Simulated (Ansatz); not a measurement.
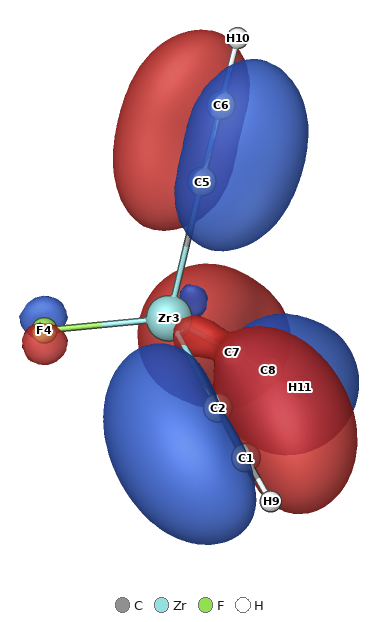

C6H3FZr (SMILES C#[C][Zr]([F])([C]#C)[C]#C). The HOMO−1 at ±0.06 Å⁻³ᐟ² (red and blue are the two phases), seen at an oblique angle.

Geometry: PBE0-D4/def2-TZVP; core potentials replace the inner electrons of Zr.

All numbers below come from RKS PBE0-D4/def2-TZVPP in Ansatz 0.2.0.

Input

```
crystal:
  periodic: [false, false, false]
  atoms:
    - {symbol: C, position_ang: [-0.567361, 0.258895, 3.149830]}
    - {symbol: C, position_ang: [-0.622813, 0.220521, 1.935780]}
    - {symbol: Zr, position_ang: [-0.698493, 0.146795, -0.232714]}
    - {symbol: F, position_ang: [-2.451190, 0.514931, -0.814111]}
    - {symbol: C, position_ang: [0.663277, 1.625502, -1.052909]}
    - {symbol: C, position_ang: [1.435056, 2.448799, -1.505691]}
    - {symbol: C, position_ang: [-0.110762, -1.831074, -0.908207]}
    - {symbol: C, position_ang: [0.228524, -2.938014, -1.279745]}
    - {symbol: H, position_ang: [-0.517409, 0.292281, 4.215624]}
    - {symbol: H, position_ang: [2.113596, 3.171036, -1.902539]}
    - {symbol: H, position_ang: [0.527565, -3.909670, -1.605308]}
basis:
  gaussian: {orbitals: def2-TZVPP}
hamiltonian: {xc: pbe0, dispersion: d4}
output: {orbitals: {seedname: orbitals}}
```

Run with:

```sh
ansatz run in.yaml --threads 4 --pin off --events-out ev --progress --plain --max-ram 11315MiB
```

Question: What is the character of this orbital?

Answer: Its weight (Hirshfeld) is mainly on C1 (about 25 %), C2 (about 25 %), C6 (about 10 %), C8 (about 10 %), C5 (about 10 %) and C7 (about 10 %). It is one of a degenerate set, so its orientation is arbitrary. Its energy is −8.39 eV.
